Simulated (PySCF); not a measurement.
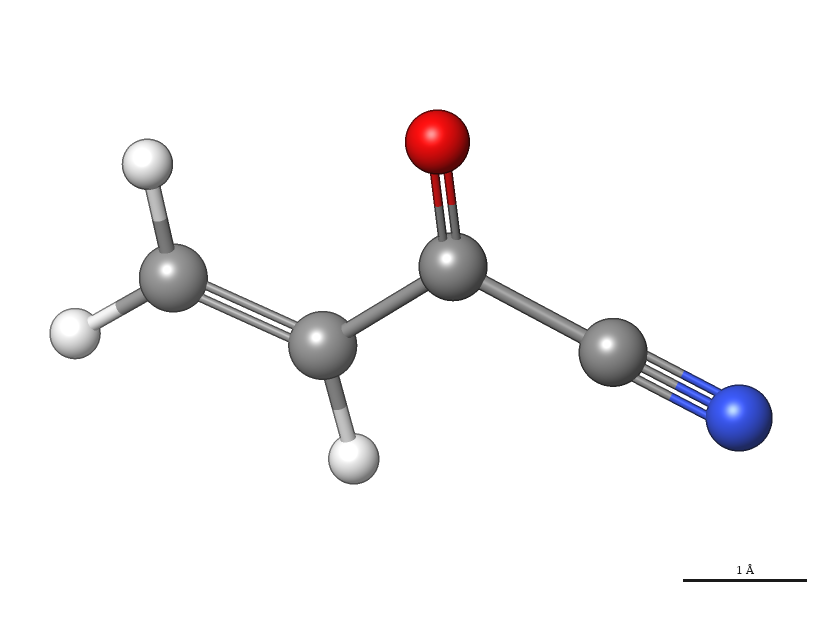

Multiple sticks mark multiple bonds (one Kekulé form). Colours: carbon grey, oxygen red, nitrogen blue, hydrogen white.

Computed geometry: PBE0-D3(BJ)/def2-SVP optimisation. No frequency run is at hand to confirm it as a minimum.

**Give the formula.**

C4H3NO, 9 atoms: 4 carbon, 3 hydrogen, 1 nitrogen and 1 oxygen.

**What is its SMILES?**

C=CC(=O)C#N

**How many sets of symmetry-equivalent atoms are there?**

9: 1 C, 1 C, 1 C, 1 O, 1 C, 1 N, 1 H, 1 H, 1 H.

The parts below concern this one geometry. Atoms keep their numbers from picture to picture.

## Quadrupole coupling

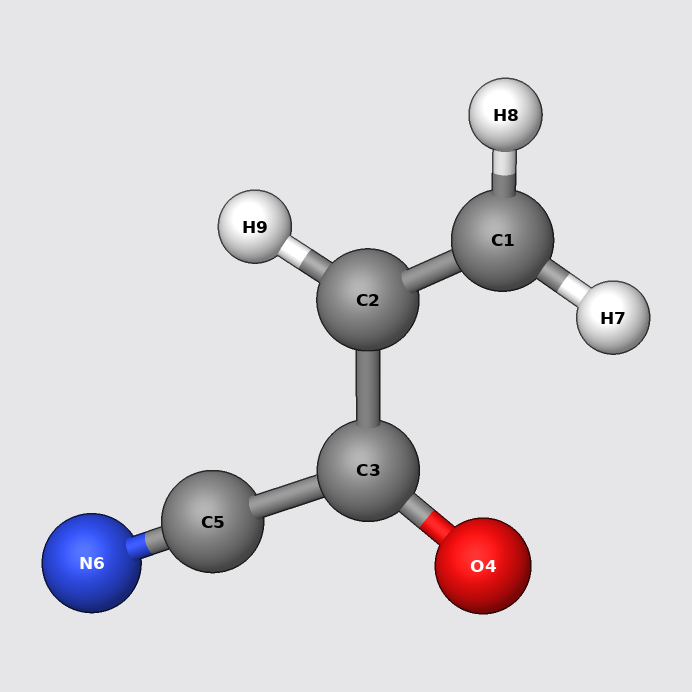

No frequency run is at hand to confirm it as a minimum. Electric field gradients from the ground-state density, PBE0/cc-pVDZ (PySCF 2.14.0), non-relativistic apart from any core potentials.

Give the largest field-gradient component, the quadrupole coupling constant and the asymmetry for 17O at O4 (Q = −25.6 mb), 14N at N6 (Q = 20.44 mb), 2H at H7 (Q = 2.86 mb), 2H at H8 (Q = 2.86 mb), 2H at H9 (Q = 2.86 mb).

```json
{"atom": "O4", "V_zz (a.u.)": "−1.905", "e²qQ/h (MHz)": "11.46", "η": "0.37"}
{"atom": "N6", "V_zz (a.u.)": "−0.849", "e²qQ/h (MHz)": "−4.08", "η": "0.26"}
{"atom": "H7", "V_zz (a.u.)": "0.302", "e²qQ/h (MHz)": "0.203", "η": "0.01"}
{"atom": "H8", "V_zz (a.u.)": "0.309", "e²qQ/h (MHz)": "0.208", "η": "0.02"}
{"atom": "H9", "V_zz (a.u.)": "0.303", "e²qQ/h (MHz)": "0.203", "η": "0.08"}
```

## Charges

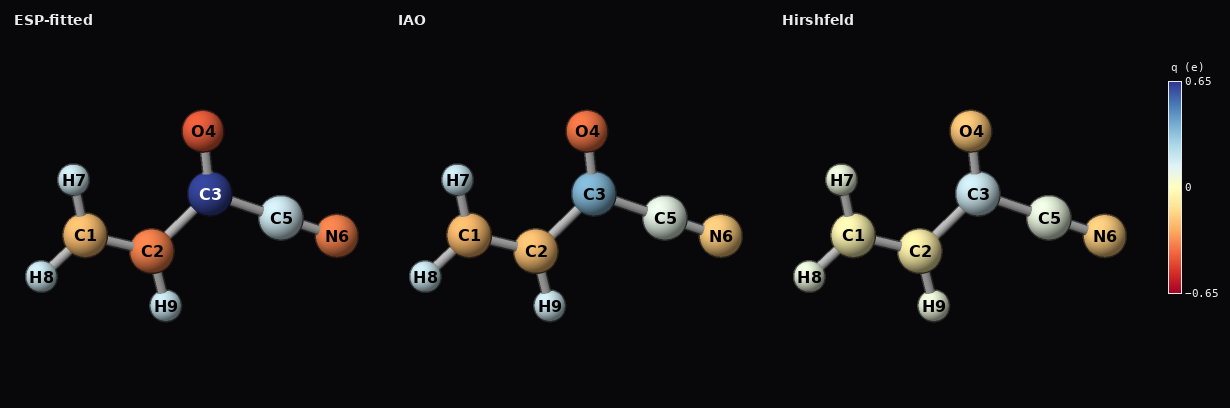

Atomic charges of one calculation by 3 schemes, on one colour scale. No frequency run is at hand to confirm it as a minimum. Computed with PBE0/aug-cc-pVDZ (PySCF 2.14.0).

**Which scheme gives the most polar picture (largest mean size of the charges)?**

The ESP-fitted charges are the largest in size here, and the Hirshfeld charges the smallest.

**On which atom do the schemes disagree most?**

On C3 (from 0.17 to 0.62 e).

List the charges (e), one line for each set of equivalent atoms.

| atom | ESP-fitted | IAO | Hirshfeld |
| --- | --- | --- | --- |
| C1 | −0.21 | −0.22 | −0.03 |
| C2 | −0.34 | −0.21 | −0.06 |
| C3 | 0.62 | 0.35 | 0.17 |
| O4 | −0.42 | −0.37 | −0.19 |
| C5 | 0.17 | 0.09 | 0.08 |
| N6 | −0.34 | −0.18 | −0.17 |
| H7 | 0.17 | 0.18 | 0.07 |
| H8 | 0.18 | 0.18 | 0.07 |
| H9 | 0.18 | 0.17 | 0.07 |

## Levels of theory compared

No frequency run is at hand to confirm it as a minimum. Program: PySCF 2.14.0.

Tabulate dipole (D), HOMO energy (eV), HOMO–LUMO gap (eV) at these levels: PBE0/IGLO-III; PBE0/aug-cc-pVDZ; PBE0/cc-pVDZ; PBE0/cc-pVTZ; PBE0/pcSseg-0.

```csv
level,dipole (D),HOMO energy (eV),HOMO–LUMO gap (eV)
PBE0/IGLO-III,4.31,−8.85,5.57
PBE0/aug-cc-pVDZ,4.29,−8.82,5.56
PBE0/cc-pVDZ,4.03,−8.58,5.62
PBE0/cc-pVTZ,4.22,−8.78,5.60
PBE0/pcSseg-0,4.31,−8.89,5.69
```
